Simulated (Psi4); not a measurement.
# NH+ (SMILES [NH+]): levels of theory compared

Aim: a comparison of 6 runs (UHF/3-21G, UHF/def2-SVP, UHF/aug-cc-pVDZ, UB2PLYP/def2-TZVP, UB3LYP/cc-pVTZ, ROCISDT/aug-cc-pCVDZ) of NH+. 

Program for the calculation: Psi4 1.11.

3 further runs of the same task are left out: 1 that didn't finish, 2 set aside as unsound or not needed.

### Step 1. The molecule

NH+: 2 atoms, total charge +1, spin state doublet. As SMILES, `[NH+]`. Geometry: relaxed at GFN2-xTB.

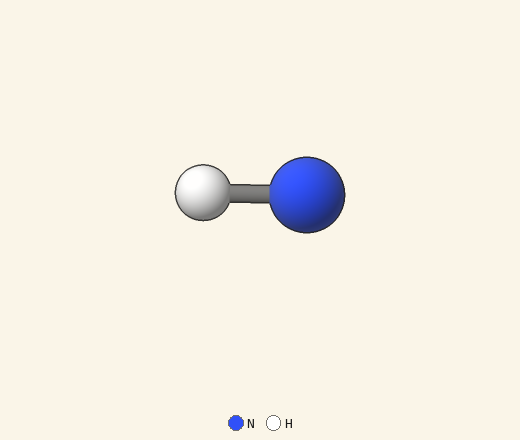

Viewed from a chosen angle; nitrogen blue, hydrogen white.

### Step 2. A single-point energy at UHF/3-21G (run 1)

Input file hn.inp:

```
memory 1.6 GB

molecule geom {
  1 2
  N      0.000000     0.000000     0.000000
  H      0.000000     0.000000     1.092650
  symmetry c1
}

set basis 3-21G
set reference uhf
set puream true
set e_convergence 1e-09
set d_convergence 1e-08
set scf_type pk
set maxiter 200

energy("hf")
print_variables()
```

Started as:

```bash
$ psi4 hn.inp hn.out -n 1
```

hn.out:

```text
[...]
  Running in c1 symmetry.
[...]
  Nuclear repulsion =    3.390143664201712
[...]
  Multiplicity = 2
[...]
  Nalpha       = 4
  Nbeta        = 3
[...]
    Number of basis functions: 11
[...]
   @UHF iter   1:   -54.12811745373368   -3.76712e-01   3.18053e-02 DIIS/ADIIS
[...]
   @UHF iter  11:   -54.18959364442232   -6.39488e-14   1.08213e-09 DIIS
[...]
   @S^2 Observed:                7.535483316E-01
[...]
  @UHF Final Energy:   -54.18959364442232
   => Energetics <=
    Nuclear Repulsion Energy =              3.3901436642017124
    One-Electron Energy =                 -76.8197337534623159
    Two-Electron Energy =                  19.2399964448382761
    Total Energy =                        -54.1895936444223238
  UHF NO Occupations:
  HONO-2 :    2  A 1.9998489
  HONO-1 :    3  A 1.9983758
[...]
 Multipole Moments:
 ------------------------------------------------------------------------------------
     Multipole            Electronic (a.u.)      Nuclear  (a.u.)        Total (a.u.)
 ------------------------------------------------------------------------------------
 L = 1.  Multiply by 2.5417464519 to convert [e a0] to [Debye]
 Dipole X            :         -0.0000000            0.0000000           -0.0000000
 Dipole Y            :         -0.0000000            0.0000000           -0.0000000
 Dipole Z            :          0.0220650            0.9557663            0.9778313
 Magnitude           :                                                    0.9778313
[...]
```

It took 1.6 s on 1 thread of Intel Xeon Platinum 8488C (Sapphire Rapids), shared host; peak memory 0.18 GiB.

### Step 3. A single-point energy at UHF/def2-SVP (run 2)

Input file job.in:

```
memory 1600 MB

molecule {
  1 2
  N      0.000000     0.000000     0.000000
  H      0.000000     0.000000     1.092650
  units angstrom
  symmetry c1
  no_reorient
  no_com
}

set {
  basis         def2-SVP
  reference     uhf
  puream        true
  e_convergence 1e-09
  d_convergence 1e-08
  scf_type      pk
  maxiter       200
}

e_tot = energy('scf')
```

Started as:

```bash
$ psi4 -n 1 job.in job.out
```

job.out:

```text
[...]
  Running in c1 symmetry.
[...]
  Nuclear repulsion =    3.390143664201712
[...]
  Multiplicity = 2
[...]
  Nalpha       = 4
  Nbeta        = 3
[...]
    Number of basis functions: 19
[...]
   @UHF iter   1:   -54.36321747131053   -3.61264e-01   1.88547e-02 ADIIS/DIIS
[...]
   @UHF iter  11:   -54.44043739992768   -2.20268e-13   2.98986e-09 DIIS
[...]
   @S^2 Observed:                7.559539441E-01
[...]
  @UHF Final Energy:   -54.44043739992768
   => Energetics <=
    Nuclear Repulsion Energy =              3.3901436642017115
    One-Electron Energy =                 -77.2322167008520069
    Two-Electron Energy =                  19.4016356367226130
    Total Energy =                        -54.4404373999276743
  UHF NO Occupations:
  HONO-2 :    2  A 1.9994301
  HONO-1 :    3  A 1.9975900
[...]
 Multipole Moments:
 ------------------------------------------------------------------------------------
     Multipole            Electronic (a.u.)      Nuclear  (a.u.)        Total (a.u.)
 ------------------------------------------------------------------------------------
 L = 1.  Multiply by 2.5417464519 to convert [e a0] to [Debye]
 Dipole X            :          0.0000000            0.0000000            0.0000000
 Dipole Y            :          0.0000000            0.0000000            0.0000000
 Dipole Z            :         -1.0349392            2.0648093            1.0298700
 Magnitude           :                                                    1.0298700
[...]
```

It took 1.6 s on 1 thread of Intel Xeon Platinum 8488C (Sapphire Rapids), shared host; peak memory 0.18 GiB.

Run 3 isn't shown in full; the table further down has it.

### Step 4. The energy at UB2PLYP/def2-TZVP (density fitting for correlation) (run 4)

Input file input.json:

```json
{
  "schema_name": "qcschema_input",
  "schema_version": 1,
  "molecule": {
    "schema_name": "qcschema_molecule",
    "schema_version": 2,
    "symbols": ["N", "H"],
    "geometry": [0.0, 0.0, 0.0, 0.0, 0.0, 2.06480925],
    "molecular_charge": 1,
    "molecular_multiplicity": 2,
    "fix_symmetry": "c1",
    "fix_com": true,
    "fix_orientation": true
  },
  "driver": "energy",
  "model": {
    "method": "b2plyp",
    "basis": "def2-TZVP"
  },
  "keywords": {
    "reference": "uks",
    "puream": true,
    "e_convergence": 1e-09,
    "d_convergence": 1e-08,
    "scf_type": "pk",
    "dft_radial_points": 99,
    "dft_spherical_points": 590,
    "num_frozen_docc": 1,
    "maxiter": 200
  }
}
```

Started as:

```bash
$ psi4 --qcschema input.json -n 1 --memory 1600MB
```

stdout:

```text
[...]
  Running in c1 symmetry.
[...]
  Nuclear repulsion =    3.390143665813198
[...]
  Multiplicity = 2
[...]
  Nalpha       = 4
  Nbeta        = 3
[...]
    Number of basis functions: 37
[...]
   @UKS iter   1:   -54.62854846901892   -1.61536e-01   6.74806e-03 ADIIS/DIIS
[...]
   @UKS iter   9:   -54.66771826732833   -3.00489e-11   9.83772e-09 DIIS
[...]
   @S^2 Observed:                7.539014490E-01
[...]
  @UKS Final Energy:   -54.66771826732833
   => Energetics <=
    Nuclear Repulsion Energy =              3.3901436658131976
    One-Electron Energy =                 -77.3922655387586786
    Two-Electron Energy =                  22.5737723277153819
    DFT Exchange-Correlation Energy =      -3.2393687220982303
    Empirical Dispersion Energy =           0.0000000000000000
    VV10 Nonlocal Energy =                  0.0000000000000000
    Total Energy =                        -54.6677182673283255
[...]
 Multipole Moments:
 ------------------------------------------------------------------------------------
     Multipole            Electronic (a.u.)      Nuclear  (a.u.)        Total (a.u.)
 ------------------------------------------------------------------------------------
 L = 1.  Multiply by 2.5417464519 to convert [e a0] to [Debye]
 Dipole X            :         -0.0000000            0.0000000           -0.0000000
 Dipole Y            :          0.0000000            0.0000000            0.0000000
 Dipole Z            :         -1.0911916            2.0648093            0.9736177
 Magnitude           :                                                    0.9736177
[...]
```

The result, in JSON:

```text
{
 "driver": "energy",
 "model": {
  "method": "b2plyp",
  "basis": "def2-TZVP"
 },
 "success": true,
 "return_result": -54.70341247000531,
 "properties": {
  "calcinfo_nbasis": 37,
  "calcinfo_nmo": 37,
  "calcinfo_nalpha": 4,
  "calcinfo_nbeta": 3,
  "calcinfo_natom": 2,
  "nuclear_repulsion_energy": 3.3901436658131976,
  "return_energy": -54.70341247000531,
  "scf_one_electron_energy": -77.39226553875868,
  "scf_two_electron_energy": 22.573772327715382,
  "scf_xc_energy": -3.2393687220982303,
  "scf_dipole_moment": [-5.155652772459663e-15, 1.1186959276444542e-15, 0.973617681910337],
  "scf_total_energy": -54.667718267328326,
  "scf_iterations": 9
 }
}
```

Wall time 5.7 s (1 thread of Intel Xeon Platinum 8488C (Sapphire Rapids), shared host); peak memory 0.33 GiB.

Run 5 isn't shown in full; the table further down has it.

### Step 5. The energy at ROCISDT/aug-cc-pCVDZ (DKH2) (run 6)

Input file job.json:

```json
{
  "schema_name": "qcschema_input",
  "schema_version": 1,
  "molecule": {
    "schema_name": "qcschema_molecule",
    "schema_version": 2,
    "symbols": ["N", "H"],
    "geometry": [0.0, 0.0, 0.0, 0.0, 0.0, 2.06480925],
    "molecular_charge": 1,
    "molecular_multiplicity": 2
  },
  "driver": "energy",
  "model": {
    "method": "cisdt",
    "basis": "aug-cc-pCVDZ"
  },
  "keywords": {
    "reference": "rohf",
    "scf_type": "pk",
    "freeze_core": true,
    "relativistic": "dkh",
    "dkh_order": 2
  }
}
```

Started as:

```bash
$ psi4 --qcschema job.json -n 1 --memory 1600MB
```

stdout:

```text
[...]
  Running in c2v symmetry.
[...]
  Nuclear repulsion =    3.390143665813198
[...]
  Multiplicity = 2
[...]
  Nalpha       = 4
  Nbeta        = 3
[...]
    Number of basis functions: 36
[...]
   @ROHF iter   1:   -54.44721749871403   -3.88521e-01   1.25684e-02 DIIS
[...]
   @ROHF iter  10:   -54.52204025144906   -2.41585e-13   1.17658e-09 DIIS
[...]
    Orbital Energies [Eh]
    ---------------------
    Doubly Occupied:
       1A1   -16.205374     2A1    -1.501261     3A1    -1.015066
    Singly Occupied:
       1B1    -0.643229
[...]
  @ROHF Final Energy:   -54.52204025144906
[...]
 Multipole Moments:
 ------------------------------------------------------------------------------------
     Multipole            Electronic (a.u.)      Nuclear  (a.u.)        Total (a.u.)
 ------------------------------------------------------------------------------------
 L = 1.  Multiply by 2.5417464519 to convert [e a0] to [Debye]
 Dipole X            :          0.0000000            0.0000000            0.0000000
 Dipole Y            :          0.0000000            0.0000000            0.0000000
 Dipole Z            :         -0.1043118            0.9557663            0.8514545
 Magnitude           :                                                    0.8514545
[...]
Warning: iopen=0,opentype!=closed. Making iopen=1
[...]
   ==> Energetics <==
    SCF energy =          -54.522040251449056
    Total CI energy =     -54.644471796967466
[...]
```

The result, in JSON:

```text
{
 "driver": "energy",
 "model": {
  "method": "cisdt",
  "basis": "aug-cc-pCVDZ"
 },
 "success": true,
 "return_result": -54.644471796967466,
 "properties": {
  "calcinfo_nbasis": 36,
  "calcinfo_nmo": 36,
  "calcinfo_nalpha": 4,
  "calcinfo_nbeta": 3,
  "calcinfo_natom": 2,
  "nuclear_repulsion_energy": 3.3901436658131976,
  "return_energy": -54.644471796967466,
  "scf_one_electron_energy": -77.35844938222543,
  "scf_two_electron_energy": 19.446265464963176,
  "scf_dipole_moment": [0.0, 0.0, 0.851454538429246],
  "scf_total_energy": -54.522040251449056,
  "scf_iterations": 10
 }
}
```

It took 6.3 s on 1 thread of Intel Xeon Platinum 8488C (Sapphire Rapids), shared host; peak memory 0.21 GiB.

### Step 6. All runs side by side

```csv
run,level,frozen core orbitals,fitting correlation,energy (Eh),HOMO energy (eV),LUMO energy (eV),⟨S²⟩,wall time
1,UHF/3-21G,0,–,-54.189594,-26.78,-11.20,0.754,1.6 s
2,UHF/def2-SVP,0,–,-54.440437,-27.04,-11.09,0.756,1.6 s
3,UHF/aug-cc-pVDZ,0,–,-54.498546,-27.03,-11.10,0.757,2.2 s
4,UB2PLYP/def2-TZVP (density fitting for correlation),1,density fitting,-54.703412,-24.38,-15.00,0.754,5.7 s
5,UB3LYP/cc-pVTZ,0,–,-54.741860,-22.06,-17.96,0.752,5.4 s
6,ROCISDT/aug-cc-pCVDZ (DKH2),1,none,-54.644472,–,–,–,6.3 s
```

### Step 7. Summary of results

```
                                         quantity         value
                              run 6: total energy  -54.64447 Eh
run 6: correlation energy (1 core orbital frozen)    -122.4 mEh
```

What this shows: Totals of different functionals can't be ranked against each other. All runs together took 23 s, the longest 6.3 s.
